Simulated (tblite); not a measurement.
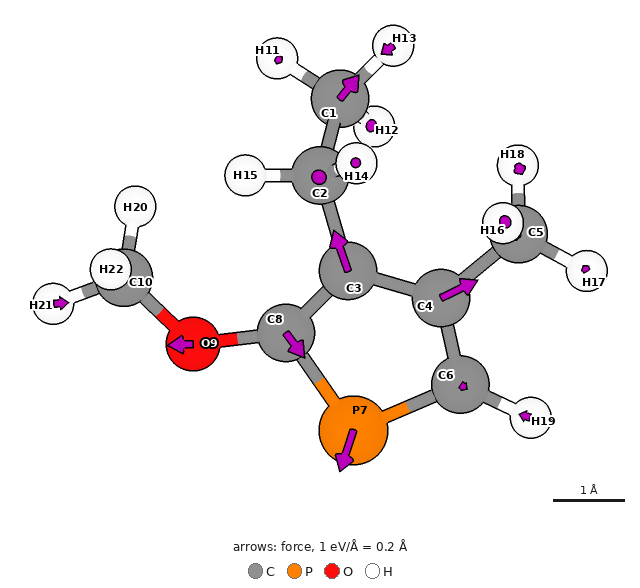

Starting geometry of C₈H₁₂OP (charge −1) with the computed forces as purple arrows. A ball-and-stick model, seen at a tilt.

The calculation used tblite 0.8.0, GFN2-xTB geometry optimisation, gas phase. 

Is this structure relaxed? If not, where do the atoms go?

It isn't relaxed: the largest force vector, on P7, is 3.48 eV/Å. The final displacements have little in common with the starting forces (cosine between the two patterns 0.06). The energy falls by 125.1 kJ/mol in 235 geometry steps. H20 moves most after the best rigid fit: 2.70 Å. By element the largest moves are H 2.70 Å, O 1.30 Å, P 0.72 Å, C 0.68 Å. Near-neighbour distances that change, for instance: C8–O9 1.348 → 1.396 Å, C3–C8 1.338 → 1.384 Å, C10–H21 1.136 → 1.094 Å, C3–C4 1.374 → 1.411 Å. Bond angles that change, for instance: C3–C8–O9 141.8° → 120.5°, P7–C8–O9 113.0° → 126.0°, C8–O9–C10 125.2° → 113.5°. Groups turn about C8–O9 by about 180°, C1–C2 by about 60°.
